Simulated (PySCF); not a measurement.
## Run report: C2H7AlNO (charge −1), NMR shielding calculation

System: C2H7AlNO, charge −1, SMILES CC(=O)[NH][AlH3-].
Method: GIAO WP04/STO-3G NMR shielding, non-relativistic, gas phase (PySCF 2.14.0).

Some settings of this run were made unusual or wrong on purpose. The geometry comes from this level: GFN2-xTB.

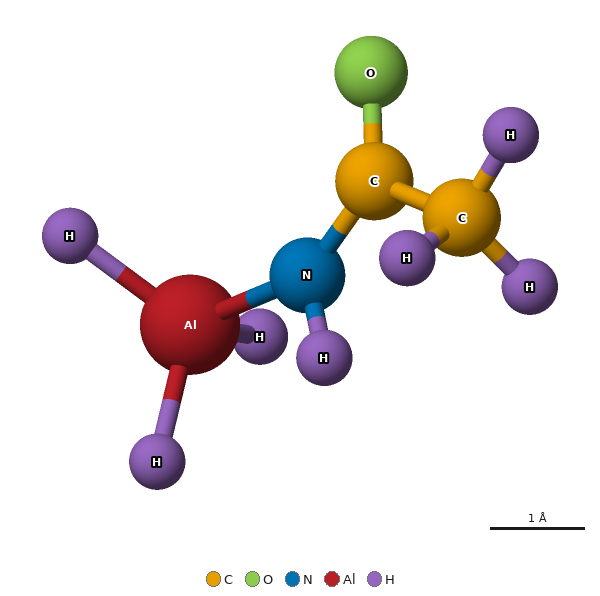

Fig. 1: The structure as given in the input (ball-and-stick view, seen at a tilt). Sticks mark near contacts.

## Input file
```
{"job": {"kind": "nmr", "xc": "WP04", "basis": "STO-3G", "pop": false, "scf": {"aux": "def2-universal-jfit", "max_cycle": 86}}, "charge": -1, "multiplicity": 1}
C      2.080462     0.015229    -0.118112
C      0.759912     0.112729     0.677790
O      0.796208     0.310101     1.882924
N     -0.347503    -0.033243    -0.051076
Al    -2.245194    -0.033516    -0.044235
H      2.114471     0.803286    -0.869266
H      2.142947    -0.949709    -0.619108
H      2.926165     0.124166     0.557262
H     -0.140704    -0.197536    -1.034683
H     -2.771892     1.476211     0.028702
H     -2.451017    -0.665836    -1.529233
H     -2.862656    -0.962566     1.093008
```

The first line tells a small driver script what to run in PySCF; the rest is the geometry in Å.

Hardware: 1 CPU thread, shared host.

Run as:
```bash
OMP_NUM_THREADS=1 python <driver script> task.json out
```

## What the program printed
```
final grid: 94112 points
cycle   1  E = -454.5134903241  dE =  3.786e-01  |g| = 7.804e-01  |ddm| = 4.188e+00
cycle   2  E = -453.8940116627  dE =  6.195e-01  |g| = 1.771e+00  |ddm| = 3.076e+00
cycle   3  E = -454.6511825116  dE = -7.572e-01  |g| = 5.170e-01  |ddm| = 2.405e+00
cycle   4  E = -454.7232303548  dE = -7.205e-02  |g| = 1.586e-01  |ddm| = 8.528e-01
cycle   5  E = -454.7313839946  dE = -8.154e-03  |g| = 2.897e-02  |ddm| = 2.303e-01
cycle   6  E = -454.7316404288  dE = -2.564e-04  |g| = 3.791e-03  |ddm| = 4.104e-02
cycle   7  E = -454.7316442939  dE = -3.865e-06  |g| = 9.524e-04  |ddm| = 5.306e-03
cycle   8  E = -454.7316446594  dE = -3.655e-07  |g| = 5.196e-05  |ddm| = 1.725e-03
cycle   9  E = -454.7316446603  dE = -9.276e-10  |g| = 1.229e-05  |ddm| = 1.001e-04
converged SCF energy = -454.7316446603

GIAO shielding tensors (ppm)
atom      isotropic    diamagn.    paramagn.     s11        s22        s33       span
  0 C      204.358     247.063     -42.705    187.249    203.991    221.835     34.586
  1 C      124.995     256.073    -131.078     43.017    157.761    174.207    131.190
  2 O       13.603     386.790    -373.187   -342.461    -35.735    419.004    761.464
  3 N      212.484     318.495    -106.011    140.570    229.305    267.578    127.008
  4 Al     494.130     782.509    -288.379    481.606    487.506    513.278     31.671
  5 H       31.940      31.724       0.216     27.910     30.386     37.525      9.615
  6 H       31.947      31.760       0.187     27.877     30.451     37.512      9.635
  7 H       32.045      30.510       1.535     27.729     29.850     38.557     10.827
  8 H       30.183      36.342      -6.158     23.484     32.075     34.990     11.506
  9 H       33.339      33.860      -0.521     30.552     31.854     37.611      7.059
 10 H       33.547      34.544      -0.997     30.100     32.722     37.819      7.720
 11 H       33.283      33.734      -0.451     30.429     31.939     37.480      7.051
```

## What the run reported

- outcome: converged
- total energy: −454.731645 hartree
- HOMO: 0.07 eV
- LUMO: 6.70 eV
- isotropic shielding, C: 125.0 to 204.4 ppm
- isotropic shielding, O: 13.6 ppm
- isotropic shielding, N: 212.5 ppm
- isotropic shielding, Al: 494.1 ppm
- isotropic shielding, H: 30.2 to 33.5 ppm
- wall time: 5.7 s
- peak memory: 0.39 GiB

## What went wrong

Some settings of this run were drawn to be unusual or wrong. It converged; results that depend on the unusual settings are not reference values. The highest filled orbital lies above zero: either the extra electron isn't bound at this level, or the self-interaction error of the functional lifts the level.
